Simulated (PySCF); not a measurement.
# BH3Cl−: runs on many settings

Which settings matter for BH3Cl− (`[BH3-]Cl`), and how do bad ones show?

The runs use PySCF 2.14.0, with density-fitted response routines of our own; the level of theory stands in each step. All values are computed, except where a source is named. Atoms count from 0, in the outputs and in this text.

## Step 1: The starting structure

5 atoms, charge -1, multiplicity 1; geometry from: GFN2-xTB.

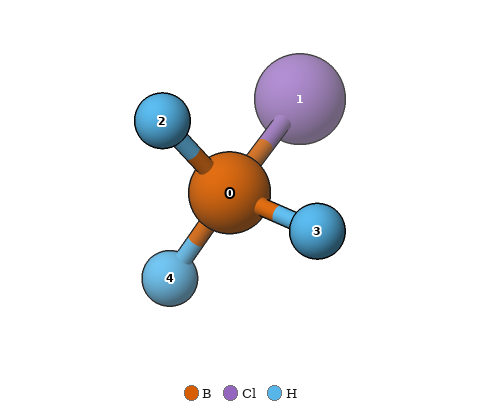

The starting geometry (boron orange, chlorine purple, hydrogen blue), atoms numbered.

## Step 2: Shielding tensors: PBE0/def2-QZVP

The job: settings as JSON, then the geometry in Å.

```
{"job": {"kind": "nmr", "xc": "PBE0", "basis": "def2-QZVP", "pop": true, "grid": 1, "scf": {"conv": 1e-07}}, "charge": -1, "multiplicity": 1}
B     -0.164733    -0.002016     0.005431
Cl     1.706287     0.026393    -0.093798
H     -0.554363    -0.610349    -0.962251
H     -0.529919     1.148848    -0.004346
H     -0.448650    -0.560024     1.037779
```

Method: GIAO PBE0/def2-QZVP NMR shielding, non-relativistic, gas phase.

Launch:

```console
OMP_NUM_THREADS=1 python probes_run.py task.json out
```

One launch serves the whole session: the jobs run in the order shown.

Log:

```text
final grid: 18912 points
cycle   1  E = -486.7189241396  dE = -1.704e-01  |g| = 3.645e-01  |ddm| = 1.180e+00
cycle   2  E = -486.7268145801  dE = -7.890e-03  |g| = 3.698e-01  |ddm| = 1.059e+00
cycle   3  E = -486.7685293680  dE = -4.171e-02  |g| = 4.433e-02  |ddm| = 4.649e-01
cycle   4  E = -486.7688100993  dE = -2.807e-04  |g| = 1.677e-02  |ddm| = 3.285e-02
cycle   5  E = -486.7688605800  dE = -5.048e-05  |g| = 3.028e-03  |ddm| = 1.125e-02
cycle   6  E = -486.7688624100  dE = -1.830e-06  |g| = 9.515e-04  |ddm| = 3.259e-03
cycle   7  E = -486.7688626482  dE = -2.382e-07  |g| = 3.805e-05  |ddm| = 7.803e-04
cycle   8  E = -486.7688626487  dE = -4.420e-10  |g| = 6.318e-06  |ddm| = 8.231e-05
converged SCF energy = -486.7688626487

GIAO shielding tensors (ppm)
atom      isotropic    diamagn.    paramagn.     s11        s22        s33       span
  0 B      127.850     176.665     -48.815    113.690    113.705    156.154     42.464
  1 Cl    1102.026    1148.972     -46.946   1085.784   1110.111   1110.182     24.398
  2 H       29.367      28.364       1.004     25.896     27.256     34.950      9.054
  3 H       29.368      28.391       0.977     25.895     27.255     34.953      9.058
  4 H       29.369      28.374       0.994     25.896     27.255     34.955      9.059
```

Wall time 8.1 s (1 thread of Intel Xeon Platinum 8488C, shared host); peak memory 0.79 GiB.

No reference compound was run at this level, so shieldings alone are listed. Atoms listed in one row are averaged.

```tsv
atoms	environment	σ (ppm)
H2, H3, H4	hydrogen on a boron bonded to Cl	29.37
B0	boron bonded to Cl, 3 H	127.8
Cl1	chlorine bonded to B	1102
```

Charges from the same density, by scheme (e):

```tsv
atoms	Mulliken	IAO	Hirshfeld	ESP fit
B0	0.10	-0.46	-0.19	0.25
Cl1	-0.57	-0.37	-0.36	-0.52
```

Mulliken charges:

```tsv
atom	value (e)
B0	0.10
Cl1	-0.57
H2	-0.18
H3	-0.18
H4	-0.18
```

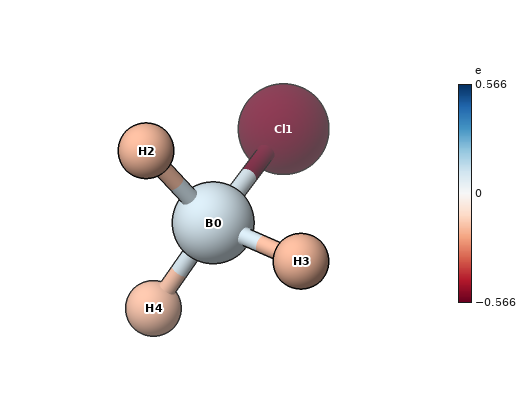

Mulliken charges, as colours on the atoms.

Mayer bond orders: B0–Cl1 0.64.

## Step 3: Shielding tensors: CAM-B3LYP/pcSseg-1

The job: settings as JSON, then the geometry in Å.

```
{"job": {"kind": "nmr", "xc": "CAM-B3LYP", "basis": "pcSseg-1", "pop": true, "scf": {"guess": "sap"}}, "charge": -1, "multiplicity": 1}
B     -0.164733    -0.002016     0.005431
Cl     1.706287     0.026393    -0.093798
H     -0.554363    -0.610349    -0.962251
H     -0.529919     1.148848    -0.004346
H     -0.448650    -0.560024     1.037779
```

Level: GIAO CAM-B3LYP/pcSseg-1 NMR shielding, non-relativistic, gas phase.

Log:

```text
final grid: 39072 points
cycle   1  E = -486.1641473640  dE = -3.708e-01  |g| = 1.437e+00  |ddm| = 3.116e+00
cycle   2  E = -486.1805962207  dE = -1.645e-02  |g| = 1.651e+00  |ddm| = 2.646e+00
cycle   3  E = -486.8932904518  dE = -7.127e-01  |g| = 9.252e-02  |ddm| = 1.253e+00
cycle   4  E = -486.8955547846  dE = -2.264e-03  |g| = 5.077e-02  |ddm| = 1.607e-01
cycle   5  E = -486.8960029466  dE = -4.482e-04  |g| = 4.257e-03  |ddm| = 4.870e-02
cycle   6  E = -486.8960082102  dE = -5.264e-06  |g| = 6.465e-04  |ddm| = 7.276e-03
cycle   7  E = -486.8960084127  dE = -2.025e-07  |g| = 1.415e-04  |ddm| = 1.341e-03
cycle   8  E = -486.8960084226  dE = -9.882e-09  |g| = 3.142e-05  |ddm| = 4.209e-04
cycle   9  E = -486.8960084230  dE = -4.703e-10  |g| = 2.971e-06  |ddm| = 9.785e-05
converged SCF energy = -486.8960084230

GIAO shielding tensors (ppm)
atom      isotropic    diamagn.    paramagn.     s11        s22        s33       span
  0 B      125.336     183.188     -57.853    111.275    111.287    153.445     42.169
  1 Cl    1126.687    1148.676     -21.989   1078.746   1150.623   1150.692     71.946
  2 H       29.499      29.616      -0.117     25.911     27.514     35.072      9.161
  3 H       29.500      29.618      -0.118     25.911     27.514     35.075      9.164
  4 H       29.501      29.618      -0.118     25.911     27.514     35.077      9.166
```

Run time: 2.3 s. Hardware: 1 thread of Intel Xeon Platinum 8488C, shared host; peak memory 0.28 GiB.

This run: σ B0 125.3, Cl1 1127, H2 29.50 ppm (means over like atoms).

## Step 4: TDDFT and polarisability: BHandHLYP/cc-pVDZ

The job: settings as JSON, then the geometry in Å.

```
{"job": {"kind": "uv", "xc": "BHandHLYP", "basis": "cc-pVDZ", "nstates": 12, "ntriplets": 2, "tda": false, "max_iter": 3, "scf": {"max_cycle": 83}}, "charge": -1, "multiplicity": 5}
B     -0.164733    -0.002016     0.005431
Cl     1.706287     0.026393    -0.093798
H     -0.554363    -0.610349    -0.962251
H     -0.529919     1.148848    -0.004346
H     -0.448650    -0.560024     1.037779
```

Level: BHandHLYP/cc-pVDZ.

Log:

```text
NotImplementedError: this response code serves closed shells only; the SCF ended at -486.27314536 Eh with <S^2> = 6.0123
```

Run time: 1.9 s. Hardware: 1 thread of Intel Xeon Platinum 8488C, shared host; peak memory 0.29 GiB.

Why it failed: The input makes an open shell, and this response code serves closed shells alone. The remedy is to restore the closed-shell charge and spin, or use an unrestricted response code.

## Step 5: Spin-spin couplings: PBE0/ANO-RCC-VDZP

The job: settings as JSON, then the geometry in Å.

```
{"job": {"kind": "j", "xc": "PBE0", "basis": "ANO-RCC-VDZP", "scf": {"conv": 0.01, "max_cycle": 53}}, "charge": -1, "multiplicity": 1}
B     -0.311345    -0.003810     0.010265
Cl     3.224882     0.049883    -0.177278
H     -1.047746    -1.153560    -1.818654
H     -1.001547     2.171323    -0.008214
H     -0.847948    -1.058445     1.961402
```

Level: PBE0/ANO-RCC-VDZP indirect spin-spin coupling, non-relativistic, gas phase.

Log:

```text
final grid: 39072 points
cycle   1  E = -485.8516662880  dE = -4.283e-01  |g| = 4.212e-01  |ddm| = 1.963e+00
cycle   2  E = -477.6317279909  dE =  8.220e+00  |g| = 2.619e+00  |ddm| = 5.750e+00
cycle   3  E = -485.9366643332  dE = -8.305e+00  |g| = 1.198e-01  |ddm| = 5.684e+00
cycle   4  E = -485.8849588666  dE =  5.171e-02  |g| = 3.249e-01  |ddm| = 1.372e+00
cycle   5  E = -485.9460064216  dE = -6.105e-02  |g| = 6.825e-02  |ddm| = 7.605e-01
cycle   6  E = -485.9471635297  dE = -1.157e-03  |g| = 5.115e-02  |ddm| = 1.442e-01
converged SCF energy = -485.9471635297

Indirect spin-spin couplings (Hz)
  i      j    bonds     total        FC       PSO       DSO        SD
  0 B    2 H    1    462.549   462.581    -0.055     0.026    -0.004
  0 B    3 H    1    534.808   534.803    -0.070     0.028     0.047
  0 B    4 H    1    578.320   578.294    -0.076     0.029     0.073
  2 H    3 H    2   -857.760  -857.783     0.131    -0.149     0.042
  2 H    4 H    2   -908.268  -908.291     0.131    -0.149     0.042
  3 H    4 H    2  -1010.868 -1010.891     0.131    -0.149     0.042
```

Wall time 1.8 s (1 thread of Intel Xeon Platinum 8488C, shared host); peak memory 0.29 GiB.

It converged, yet the result is unsound: all coordinates were scaled by 1.89, as when Å and bohr are mixed up; the SCF threshold of 0.01 Eh is far too loose; the reference is near a triplet instability, so Fermi-contact and spin-dipole terms are unreliable. Its HOMO lies at -2.42 eV, against -1.81 eV in step 2 (PBE0/def2-QZVP), a different level, so the two don't compare directly.

## Step 6: Indirect couplings: PBE0/def2-TZVP

The job: settings as JSON, then the geometry in Å.

```
{"job": {"kind": "j", "xc": "PBE0", "basis": "def2-TZVP", "scf": {"max_cycle": 90}}, "charge": -1, "multiplicity": 1}
B     -0.214153    -0.002621     0.007060
Cl     2.218173     0.034311    -0.121937
H     -0.720672    -0.793454    -1.250926
H     -0.688895     1.493502    -0.005650
H     -0.583245    -0.728031     1.349113
```

Level: PBE0/def2-TZVP indirect spin-spin coupling, non-relativistic, gas phase.

Log:

```text
final grid: 39072 points
cycle   1  E = -486.5973711311  dE = -5.393e-01  |g| = 3.283e-01  |ddm| = 1.149e+00
cycle   2  E = -486.5806220681  dE =  1.675e-02  |g| = 4.582e-01  |ddm| = 9.166e-01
cycle   3  E = -486.6382583718  dE = -5.764e-02  |g| = 4.749e-02  |ddm| = 4.667e-01
cycle   4  E = -486.6386807967  dE = -4.224e-04  |g| = 3.459e-02  |ddm| = 7.233e-02
cycle   5  E = -486.6391257759  dE = -4.450e-04  |g| = 1.840e-03  |ddm| = 2.935e-02
cycle   6  E = -486.6391271337  dE = -1.358e-06  |g| = 3.337e-04  |ddm| = 2.801e-03
cycle   7  E = -486.6391271772  dE = -4.348e-08  |g| = 1.155e-04  |ddm| = 3.958e-04
cycle   8  E = -486.6391271815  dE = -4.286e-09  |g| = 2.267e-05  |ddm| = 1.139e-04
cycle   9  E = -486.6391271816  dE = -1.776e-10  |g| = 2.351e-06  |ddm| = 2.742e-05
converged SCF energy = -486.6391271816

Indirect spin-spin couplings (Hz)
  i      j    bonds     total        FC       PSO       DSO        SD
  0 B    2 H    1    188.198   188.288    -0.199     0.174    -0.065
  0 B    3 H    1    188.162   188.252    -0.199     0.174    -0.065
  0 B    4 H    1    188.200   188.290    -0.199     0.174    -0.065
  2 H    3 H    2     16.391    16.394     0.486    -0.591     0.103
  2 H    4 H    2     16.404    16.407     0.486    -0.592     0.103
  3 H    4 H    2     16.391    16.393     0.486    -0.592     0.103
```

Run time: 2.3 s. Hardware: 1 thread of Intel Xeon Platinum 8488C, shared host; peak memory 0.33 GiB.

It converged, yet the result is unsound: all coordinates were scaled by 1.3. Its HOMO lies at -2.45 eV, against -1.81 eV in step 2 (PBE0/def2-QZVP), a different level, so the two don't compare directly.

## Step 7: Comparing the runs: NMR shifts

Isotropic shieldings (ppm), means over like atoms, with basis size and wall time:

```tsv
run	H2	B0	Cl1	functions	time
PBE0/def2-QZVP	29.37	127.8	1102	217	8.1 s
CAM-B3LYP/pcSseg-1	29.50	125.3	1127	56	2.3 s
```

## Step 8: What came out

| quantity | value |
| --- | --- |
| shieldings of H, B, Cl (PBE0/def2-QZVP, a mean where the table joins atoms) | H2 29.4, B0 127.8, Cl1 1102.0 ppm |
| range of the shielding of Cl1 | 1102 to 1127 ppm |
| property runs in this session | 5, of which 1 failed and 2 gave unsound results |

**Reading.** Single values in the summary come from the first run of each kind that ended normally (PBE0/def2-QZVP), which need not be the best level. At PBE0/def2-QZVP: The widest tensor belongs to B0: span 42 ppm, with a paramagnetic part of -49 ppm. Across the 2 runs the shielding of Cl1 moves most, between 1102 (PBE0/def2-QZVP) and 1127 ppm (CAM-B3LYP/pcSseg-1).
